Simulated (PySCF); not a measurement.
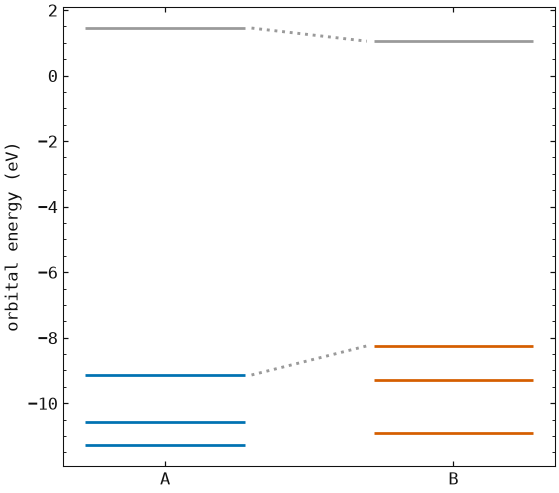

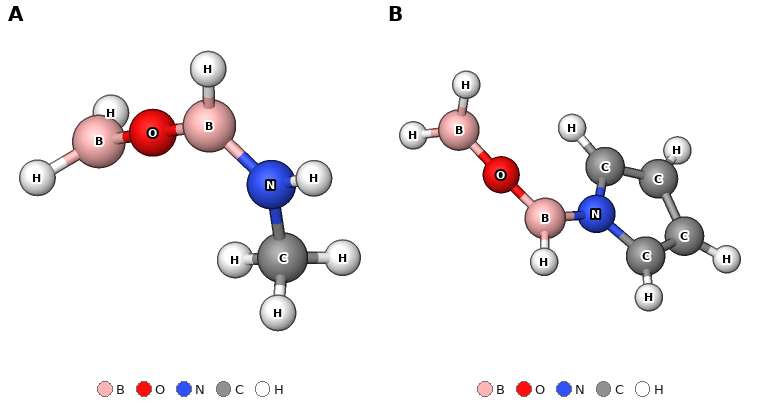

Related molecules: A is CH₇B₂NO, SMILES BOBNC; B is C₄H₇B₂NO, SMILES BOBn1cccc1. Frontier orbital energies, ωB97X-D/def2-SVPD in PySCF, at a GFN2-xTB geometry (no frequency check); drawn are at most three filled levels and, in grey, the LUMO with any level within 0.03 eV of it; dotted lines join the HOMOs and the LUMOs.

What does the change do to the frontier levels?

From A to B the HOMO rises by 0.89 eV and the LUMO falls by 0.40 eV, so the separation goes from 10.59 to 9.30 eV.

Limits of at least one run: empty levels above zero depend strongly on the basis; one conformer of a flexible molecule; the tight-binding geometry is rougher than a DFT one and adds to the error.
